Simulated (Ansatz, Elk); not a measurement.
# Ta2Te2S: X-ray structure factors from the self-consistent density

Structure refinements treat a crystal as free atoms side by side. For a made-up structure of Ta2Te2S (cell and positions from a PBE relaxation) the runs below show what the calculated density changes in F(hkl).

Main program and level: Elk 11.2.3 (patched build); DFT, PBE, all-electron APW+lo, Dirac cores, scalar-relativistic bands, static density, no spin.

The structure was built from a prototype and need not be the compound's stable phase.

### Step 1. Set-up

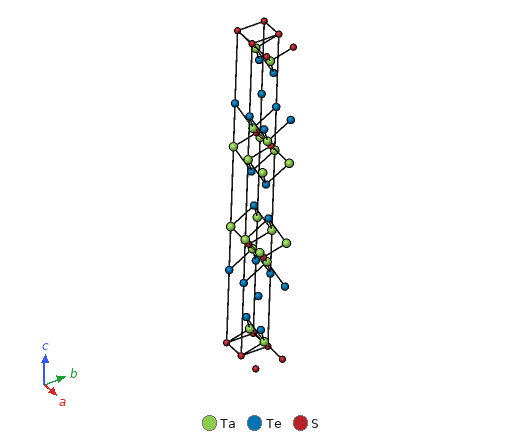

The cell as given, slightly off an axis (tantalum green, tellurium blue, sulfur red). 2×1×1 cells are drawn. This picture shows the conventional cell, with its axes. Bonds to atoms that aren't drawn are left out. Some periodic images of atoms are drawn too.

### Step 2. Ground state and structure factors

An all-electron density is needed, since X-rays see the cores too. Task 0 finds the density and task 195 Fourier-transforms it; tshift is off so that phases refer to the origin typed.

elk.in reads:

```
tasks
  0
  195

xctype
  20

spinpol
  .false.

rgkmax
  7.0

gmaxvr
  14.0

lmaxo
  7

lmaxapw
  8

swidth
  0.002

tshift
  .false.

ramdisk
  .false.

hmaxvr
  5.5

maxscl
  120

epspot
  1e-06

sppath
  './'

avec
  3.59064694576 2.07306098036 18.85590730789
  -3.59064694576 2.07306098036 18.85590730789
  -0.00000000000 -4.14612196174 18.85590730778

atoms
  3
  'Ta.in'
  2
  0.3718865009 0.3718865009 0.3718865009   0.000000 0.000000 0.000000
  0.6281134991 0.6281134991 0.6281134991   0.000000 0.000000 0.000000
  'Te.in'
  2
  0.7669753987 0.7669753987 0.7669753987   0.000000 0.000000 0.000000
  0.2330246013 0.2330246013 0.2330246013   0.000000 0.000000 0.000000
  'S.in'
  1
  -0.0000000000 -0.0000000000 -0.0000000000   0.000000 0.000000 0.000000

ngridk
  7 7 7
```

Launch:

```bash
$ OMP_NUM_THREADS=4 elk
```

Numbers of over 12 decimals in the logs are rounded to 6 here.

The log of the run:

```text
┌─────────────────────────┐
│ Elk code version 11.2.3 │
└─────────────────────────┘

All units are atomic (Hartree, Bohr, etc.)

┌─────────────────────────────────────────────────┐
│ Ground-state run starting from atomic densities │
└─────────────────────────────────────────────────┘

Lattice vectors :
   3.590646946       2.073060980       18.85590731
  -3.590646946       2.073060980       18.85590731
  -0.000000000      -4.146121962       18.85590731

Reciprocal lattice vectors :
  0.8749377761      0.5051455606      0.1110736847
 -0.8749377761      0.5051455606      0.1110736847
  0.6620272003E-17  -1.010291121      0.1110736846

Unit cell volume      :    842.1383928
Brillouin zone volume :   0.2945480405

Muffin-tin inner radius fraction :   0.1000000000E-01

Nuclei treated as point charges

Species : 1 (Ta)
 parameters loaded from : Ta.in
 name : tantalum
 nuclear charge    :   -73.00000000
 electronic charge :    73.00000000
 atomic mass :    329847.8435
 muffin-tin radius :    2.595437067
 number of radial points in muffin-tin :   1393
 inner part over the whole radius :   0.9905212027E-02
 number on inner part of muffin-tin    :    997
 approximate nuclear radius :   0.1005189763E-03
 number of mesh points to nuclear radius :    521
 atomic positions (lattice), magnetic fields (Cartesian) :
  1 :   0.37188650  0.37188650  0.37188650    0.00000000  0.00000000  0.00000000
  2 :  -0.37188650 -0.37188650 -0.37188650    0.00000000  0.00000000  0.00000000

Species : 2 (Te)
 parameters loaded from : Te.in
 name : tellurium
 nuclear charge    :   -52.00000000
 electronic charge :    52.00000000
 atomic mass :    232600.5708
 muffin-tin radius :    2.600000000
 number of radial points in muffin-tin :   1193
 inner part over the whole radius :   0.9992174838E-02
 number on inner part of muffin-tin    :    851
 approximate nuclear radius :   0.8944870508E-04
 number of mesh points to nuclear radius :    430
 atomic positions (lattice), magnetic fields (Cartesian) :
  1 :  -0.23302460 -0.23302460 -0.23302460    0.00000000  0.00000000  0.00000000
  2 :   0.23302460  0.23302460  0.23302460    0.00000000  0.00000000  0.00000000

Species : 3 (S)
 parameters loaded from : S.in
 name : sulphur
 nuclear charge    :   -16.00000000
 electronic charge :    16.00000000
 atomic mass :    58450.91931
 muffin-tin radius :    2.039271981
 number of radial points in muffin-tin :    793
 inner part over the whole radius :   0.9926967998E-02
 number on inner part of muffin-tin    :    553
 approximate nuclear radius :   0.6195814986E-04
 number of mesh points to nuclear radius :    252
 atomic positions (lattice), magnetic fields (Cartesian) :
  1 :   0.00000000  0.00000000  0.00000000    0.00000000  0.00000000  0.00000000

Total number of atoms per unit cell :    5
Total muffin-tin volume :    329.2381985
 ratio of muffin-tin to unit cell volume :   0.3909549800

Spin treatment :
 spin-unpolarised

Number of Bravais lattice symmetries :   12
Number of crystal symmetries         :   12
Crystal has inversion symmetry
Real symmetric eigensolver will be used

k-point grid :      7     7     7
k-point offset :    0.000000000       0.000000000       0.000000000
k-point set is reduced with full crystal symmetry group
Total number of k-points :       44

Muffin-tin radius times maximum |G+k| :    7.000000000
 using average radius
Maximum |G+k| for APW functions       :    2.815735203
Maximum (1/2)|G+k|²                   :    3.964182368
Maximum |G| for potential and density :    14.00000000
Constant for pseudocharge density :    9
 order of it for each species :   16  16  16
 order of it for pair densities of each species (exact exchange by exxq0 0: 17) :   11  11   5
Radial integration step length :    1

G-vector grid sizes :     90    90    90
Number of G-vectors :    38935

Maximum angular momentum used for
 APW functions            :    8
 outer part of muffin-tin :    7
 inner part of muffin-tin :    2

Total nuclear charge    :   -266.0000000
[...]
total energy                :     -45247.219177160

Density of states at Fermi energy :    68.25136259
 (states/Hartree/unit cell)

Estimated indirect band gap :   0.5040606690E-03
 from k-point 19 to k-point 30
Estimated direct band gap   :   0.1711590819E-01
 at k-point 28

Charges :
 core                        :    174.0000000
 valence                     :    92.00000000
 interstitial                :    9.817835410
 muffin-tins (core leakage)
  species : 1 (Ta)
   atom 1                    :    70.87691516     (  0.5792407336E-06)
[...]
species : 2 (Te)
[...]
species : 3 (S)
[...]
total in muffin-tins        :    256.1821646
 total calculated charge     :    265.9995644
 total charge                :    266.0000000
 error                       :   0.4355588329E-03

RMS change in Kohn-Sham potential (target) :   0.2034274697     (  0.1000000000E-05)
Absolute change in total energy (target)   :   0.2293734984     (  0.1000000000E-03)

[... loops 3 to 15 left out ...]

┌──────────────────┐
│ Loop number : 16 │
└──────────────────┘

Energies :
 Fermi                       :     0.284562
 sum of occupied eigenvalues :     -27613.288332486
 electron kinetic            :      49860.666317568
 core electron kinetic       :      48334.220653581
 Coulomb                     :     -94092.615380372
 Coulomb potential           :     -76149.647137937
 nuclear-nuclear             :     -3079.6300238080
 electron-nuclear            :     -105945.70524434
 Hartree                     :      14932.719887778
 Madelung                    :     -56017.791811404
 xc potential                :     -1324.3075121169
 exchange                    :     -998.20467878132
 correlation                 :     -15.136071383739
 electron entropic           :    -0.13605659095919E-02
 total energy                :     -45245.291173535

Density of states at Fermi energy :    107.7456754
 (states/Hartree/unit cell)

Estimated indirect band gap :   0.1333677570E-02
 from k-point 30 to k-point 13
Estimated direct band gap   :   0.1568985789E-01
 at k-point 37

Charges :
 core                        :    174.0000000
 valence                     :    92.00000000
 interstitial                :    9.574853431
 muffin-tins (core leakage)
  species : 1 (Ta)
[...]
species : 2 (Te)
[...]
species : 3 (S)
[...]
total in muffin-tins        :    256.4251466
 total calculated charge     :    265.9996063
 total charge                :    266.0000000
 error                       :   0.3936523898E-03

RMS change in Kohn-Sham potential (target) :   0.3027389426E-06 (  0.1000000000E-05)
Absolute change in total energy (target)   :   0.6032713281E-04 (  0.1000000000E-03)

Convergence targets achieved

┌──────────────────┐
│ Loop number : 17 │
└──────────────────┘

Energies :
 Fermi                       :     0.284562
 sum of occupied eigenvalues :     -27613.288330620
 electron kinetic            :      49860.666318507
 core electron kinetic       :      48334.220653606
 Coulomb                     :     -94092.615382489
 Coulomb potential           :     -76149.647161084
 nuclear-nuclear             :     -3079.6300238080
 electron-nuclear            :     -105945.70522402
 Hartree                     :      14932.719865338
 Madelung                    :     -56017.791801947
 xc potential                :     -1324.3074880426
 exchange                    :     -998.20467869937
 correlation                 :     -15.136071376623
 electron entropic           :    -0.13605654667364E-02
 total energy                :     -45245.291174624

Density of states at Fermi energy :    107.7456360
 (states/Hartree/unit cell)

Estimated indirect band gap :   0.1333678623E-02
 from k-point 30 to k-point 13
Estimated direct band gap   :   0.1568984516E-01
 at k-point 37

Charges :
 core                        :    174.0000000
 valence                     :    92.00000000
 interstitial                :    9.574853290
 muffin-tins (core leakage)
  species : 1 (Ta)
[...]
species : 2 (Te)
   atom 1                    :    50.02809230     (  0.4025828712E-03)
   atom 2                    :    50.02809230     (  0.4025828712E-03)
  species : 3 (S)
   atom 1                    :    14.22447961     (  0.2070178190E-03)
 total in muffin-tins        :    256.4251467
 total calculated charge     :    265.9996063
 total charge                :    266.0000000
 error                       :   0.3936522710E-03

┌──────────────────────────────┐
│ Self-consistent loop stopped │
└──────────────────────────────┘

Warning : core states of species 2 leak from the muffin-tin :   0.4025828712E-03

Warning : core states of species 3 leak from the muffin-tin :   0.2070178190E-03

Wrote STATE.OUT
```

Wall time 82 s (4 threads of Arm Neoverse V2, shared host); peak memory 0.46 GiB.

SFACRHO.OUT:

```text

h k l indices transformed by vhmat matrix:
   1.000000000       0.000000000       0.000000000    
   0.000000000       1.000000000       0.000000000    
   0.000000000       0.000000000       1.000000000    

      h      k      l  multipl.   |H|            Re(F)            Im(F)           |F|

      0      0      0      1   0.0000000       266.00000      0.54237206E-15   266.00000    
      1      1      1      2  0.33322105       90.790613      0.99437451E-13   90.790613    
     -2     -2     -2      2  0.66644211      -47.111553     -0.26217243E-13   47.111553    
      3      3      3      2  0.99966316       11.687441     -0.18108397E-12   11.687441    
      0     -1      0      6   1.0163786      -68.018476      0.50871492E-16   68.018476    
      1      0      1      6   1.0344262      -79.714989      0.20503018E-13   79.714989    
      2      1      1      6   1.1036693      -35.540213     -0.14602233E-12   35.540213    
     -2     -1     -2      6   1.1528756       136.58187     -0.46661465E-13   136.58187    
      2      3      2      6   1.2748408      -144.82396      0.46813098E-13   144.82396    
      4      4      4      2   1.3328842      -84.186282     -0.42068983E-12   84.186282    
      2      3      3      6   1.3454662       186.77066      0.16366894E-12   186.77066    
     -4     -3     -3      6   1.5014741      -51.424257      0.11719596E-13   51.424257    
      4      3      4      6   1.5854050       36.658039      0.30680628E-12   36.658039    
     -5     -5     -5      2   1.6661053      -169.32601      0.22497942E-12   169.32601    
      1      0     -1      6   1.7498756       199.83550      0.10081096E-13   199.83550    
      5      4      4      6   1.7623004       141.74030     -0.37963753E-13   141.74030    
     -2      0     -1     12   1.7813199       70.697836     -0.81765196E-13   70.697836    
      4      5      5      6   1.8544032       34.044021      0.13441738E-12   34.044021
```

Elk indexes on the primitive cell of elk.in and gives |H| = 4π sin θ/λ in inverse bohr. Below, one row stands for each form hkl of the conventional cell (m members, Friedel mates merged), F is for one primitive cell and the density is static (no thermal factor). Free-atom factors are Waasmaier and Kirfel's, and R is Σm||F|−|F'||/Σm|F|.

```csv
hkl,m,sin θ/λ (Å⁻¹),"abs F, DFT",neutral atoms,diff.
003,2,0.050,90.791,90.730,+0.061
006,2,0.100,47.112,46.980,+0.132
009,2,0.150,11.687,11.406,+0.281
101,6,0.153,68.019,68.104,-0.085
012,6,0.156,79.715,79.604,+0.111
104,6,0.166,35.540,35.899,-0.359
015,6,0.173,136.582,136.533,+0.049
107,6,0.192,144.824,145.100,-0.276
0 0 12,2,0.200,84.186,84.905,-0.719
018,6,0.202,186.771,187.070,-0.299
1 0 10,6,0.226,51.424,51.537,-0.113
0 1 11,6,0.238,36.658,36.941,-0.283
0 0 15,2,0.251,169.326,169.951,-0.625
110,6,0.263,199.835,200.282,-0.447
1 0 13,6,0.265,141.740,142.059,-0.319
113,12,0.268,70.698,71.035,-0.338
0 1 14,6,0.279,34.044,34.054,-0.010
116,12,0.282,36.889,36.915,-0.026
0 0 18,2,0.301,4.051,4.110,-0.059
119,12,0.303,5.399,5.314,+0.085
021,6,0.304,58.731,59.011,-0.280
202,6,0.306,65.212,65.274,-0.062
```

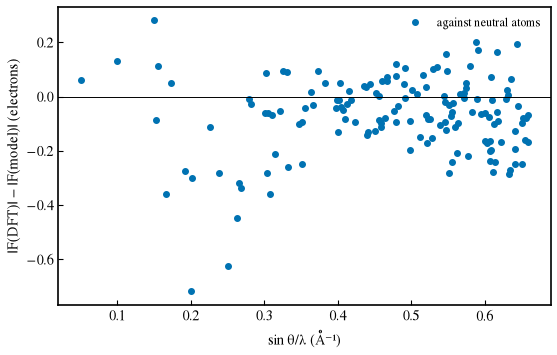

Difference between the calculated structure factors and the independent-atom ones.

### Step 3. The highest occupied states alone

An energy window below the Fermi level keeps the highest occupied states, to see at which angles they scatter; shallow core shells can lie inside it and anion s states outside. No new self-consistency is needed.

elk.in: that of step 2 with these lines changed.

```diff
@@ -1,3 +1,2 @@
 tasks
-  0
   195
@@ -40,2 +39,5 @@
 
+wsfac
+  -0.082930 0.584560
+
 sppath
```

Launch:

```bash
$ OMP_NUM_THREADS=4 elk
```

The log of the run:

```text
┌─────────────────────────────────┐
│ Elk code version 11.2.3 started │
└─────────────────────────────────┘

Info(readinput): the functional depends on the density's gradient
 muffin-tin radial points multiplied by    2.00000
 (not where nrmtscf is given)

┌────────────────────┐
│ Current task : 195 │
└────────────────────┘
Info(checkmt): changed muffin-tin radius of species 1 (Ta) from   2.8000 to   2.5954
Info(checkmt): changed muffin-tin radius of species 3 (S) from   2.2000 to   2.0393

Info(sfacrho): density structure factors written to SFACRHO.OUT

 Energy window :  -0.8293000000E-01  0.5845600000

┌──────────────────┐
│ Elk code stopped │
└──────────────────┘
```

Elapsed: 17 s, on 4 threads; peak memory 0.28 GiB.

States within 10 eV below the Fermi level hold 22.00 electrons; any levels below the window count with the cores. Their amplitudes can exceed the total, where window and core parts have opposite phase:

```csv
hkl,sin θ/λ (Å⁻¹),"abs F, window","abs F, all"
003,0.050,7.384,90.791
006,0.100,0.057,47.112
009,0.150,2.594,11.687
101,0.153,0.344,68.019
012,0.156,0.262,79.715
104,0.166,1.068,35.540
015,0.173,3.523,136.582
107,0.192,0.411,144.824
0 0 12,0.200,0.302,84.186
018,0.202,2.057,186.771
```

### Step 4. Another functional

The difference from free atoms is small, so it is set against the change that PBEsol makes.

elk.in: that of step 3 with these lines changed.

```diff
@@ -1,2 +1,3 @@
 tasks
+  0
   195
@@ -4,3 +5,3 @@
 xctype
-  20
+  22
 
@@ -39,5 +40,2 @@
 
-wsfac
-  -0.082930 0.584560
-
 sppath
```

Launch:

```bash
$ OMP_NUM_THREADS=4 elk
```

The log of the run:

```text
┌─────────────────────────┐
│ Elk code version 11.2.3 │
└─────────────────────────┘

All units are atomic (Hartree, Bohr, etc.)

┌─────────────────────────────────────────────────┐
│ Ground-state run starting from atomic densities │
└─────────────────────────────────────────────────┘

Lattice vectors :
   3.590646946       2.073060980       18.85590731
  -3.590646946       2.073060980       18.85590731
  -0.000000000      -4.146121962       18.85590731

Reciprocal lattice vectors :
  0.8749377761      0.5051455606      0.1110736847
[...]
atom 2                    :    50.02044469     (  0.4064638225E-03)
  species : 3 (S)
   atom 1                    :    14.20575635     (  0.2088541188E-03)
 total in muffin-tins        :    256.4137956
 total calculated charge     :    265.9996006
 total charge                :    266.0000000
 error                       :   0.3994410156E-03

┌──────────────────────────────┐
│ Self-consistent loop stopped │
└──────────────────────────────┘

Warning : core states of species 2 leak from the muffin-tin :   0.4064638225E-03

Warning : core states of species 3 leak from the muffin-tin :   0.2088541188E-03

Wrote STATE.OUT
[key lines of the parts left out:]
total energy                :     -45229.618741513
```

It took 79 s on 4 threads; peak memory 0.45 GiB.

Against the first run R = 0.01 %; the largest change is -0.026 at 015.

### Step 5. A coarser k-mesh

About half the k-points along each axis test the sampling.

elk.in: that of step 4 with these lines changed.

```diff
@@ -5,3 +5,3 @@
 xctype
-  22
+  20
 
@@ -63,2 +63,2 @@
 ngridk
-  7 7 7
+  4 4 4
```

Launch:

```bash
$ OMP_NUM_THREADS=4 elk
```

The log of the run:

```text
┌─────────────────────────┐
│ Elk code version 11.2.3 │
└─────────────────────────┘

All units are atomic (Hartree, Bohr, etc.)

┌─────────────────────────────────────────────────┐
│ Ground-state run starting from atomic densities │
└─────────────────────────────────────────────────┘

Lattice vectors :
   3.590646946       2.073060980       18.85590731
  -3.590646946       2.073060980       18.85590731
  -0.000000000      -4.146121962       18.85590731

Reciprocal lattice vectors :
  0.8749377761      0.5051455606      0.1110736847
[...]
atom 2                    :    50.03118201     (  0.4027247345E-03)
  species : 3 (S)
   atom 1                    :    14.22793696     (  0.2070748115E-03)
 total in muffin-tins        :    256.4250946
 total calculated charge     :    265.9996700
 total charge                :    266.0000000
 error                       :   0.3299895902E-03

┌──────────────────────────────┐
│ Self-consistent loop stopped │
└──────────────────────────────┘

Warning : core states of species 2 leak from the muffin-tin :   0.4027247345E-03

Warning : core states of species 3 leak from the muffin-tin :   0.2070748115E-03

Wrote STATE.OUT
[key lines of the parts left out:]
total energy                :     -45245.290642173
```

The job ended after 47 s (4 threads; peak memory 0.46 GiB; 93 s of CPU time).

Against the first run R = 0.01 %; the largest change is +0.015 at 024.

### Step 6. Settings against the effect

```csv
run,R against the first run (%),"R against neutral atoms, low angle (%)",wall time
"PBE, rgkmax 7",0.00,0.25,82 s
PBEsol,0.01,0.25,79 s
k-mesh 4×4×4,0.01,0.25,47 s
```

### Step 7. Results

| Item | Value |
| --- | --- |
| R against neutral atoms, sin θ/λ < 0.3 Å⁻¹ | 0.25 % |
| R against neutral atoms, 0.3 to 0.66 Å⁻¹ | 0.16 % |

In words: Independent neutral atoms miss the calculated amplitudes by R = 0.25 % below 0.3 Å⁻¹ and 0.16 % from there to 0.66 Å⁻¹; by shells, 0.14 % below 0.15 Å⁻¹ (2 forms), 0.26 % 0.15 to 0.3 (16 forms), 0.11 % 0.3 to 0.45 (36 forms), 0.18 % above 0.45 (95 forms). Bonding, aspherical density and the tables' own atoms all enter these figures, and the runs don't part them. The largest change of an amplitude is -0.72 electrons, at 0 0 12. The window's part falls from 22.0 electrons at the origin to at most 0.25 between 0.45 and 0.66 Å⁻¹. Below 0.3 Å⁻¹ the changes that finished (PBEsol and k-mesh 4×4×4) move F by R = 0.01 % at most, against the 0.25 % that separates it from free atoms. The basis has no finished test. Spin-orbit coupling is left out, which can matter for elements this heavy. Part of the difference isn't bonding: the tables are fits to free atoms and ions calculated by other methods than this functional. Thermal motion, anomalous dispersion and extinction are left out.

[Logs are printed without paths, hosts, clocks, repeated set-up lines and the standing remarks that a program may print on its own settings, such as how far it seeks lower states.]

[Hosts, paths, dates, database ids (printed as entryN), source tags and the programs' standing remarks are cut or masked in the printed files.]
